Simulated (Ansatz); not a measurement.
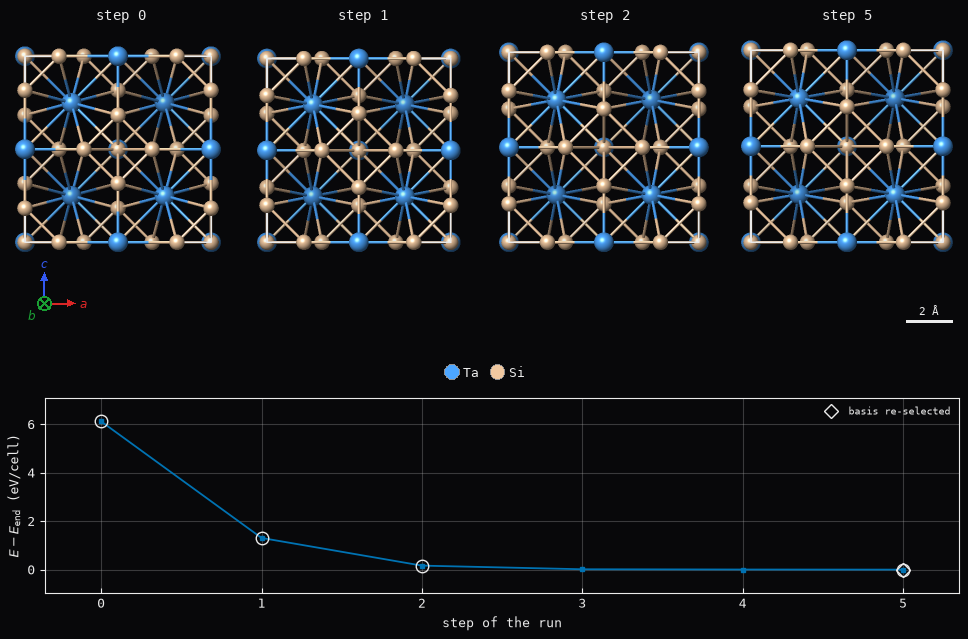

Frames of a relaxation of solid TaSi3 (a generated structure, set up in F-43m) (coarse preliminary run), marked on the history of the run. A ball-and-stick model of the conventional cell (4 times the calculation's cell), seen along the b axis. Lengths and directions refer to the drawn axes.

All numbers below come from DFT PBE, scalar-relativistic, plane waves, PAW in Ansatz. Set-up: plane-wave cutoff 420 eV; k-point mesh 4 × 4 × 4; occupations gaussian; smearing width 0.1 eV; no spin polarisation; cell and atoms relaxed; force threshold 0.04 eV/Å; at most 70 steps.

Question: Describe the path.

Answer: After 4 accepted moves (5 points after the start) the energy has fallen by 6.116 eV per cell of the calculation. The largest force component goes from 11 to 0.0092 eV/Å. Pressure: 30.55 GPa at the start and −0.06 GPa at the end. At 1 point the geometry stayed and the basis and grid were re-selected for the new cell (energy shift of 4.5 meV per cell of the calculation at most each time). The largest moves relative to the cell, 0.19 Å, are those of Si atoms. Ta stays in place. Cell: a = b = c 8.102 → 8.360 Å (+3.2 %). Volume +9.9 %. Among the contacts that change: Si–Si 2.966 → 3.444 Å, Si–Si 2.097 → 2.436 Å, Si–Ta 2.568 → 2.458 Å, Si–Ta 2.915 → 2.979 Å. The space group stays F-43m (No. 216). From step 0 to 1: Si atoms move most (0.14 Å), volume −3.7 %, energy −4.808 eV per cell of the calculation. From step 1 to 2: volume +10.4 %, energy −1.143 eV per cell of the calculation. From step 2 to 5: Si atoms move most (0.03 Å), volume +3.4 %, energy −0.165 eV per cell of the calculation.
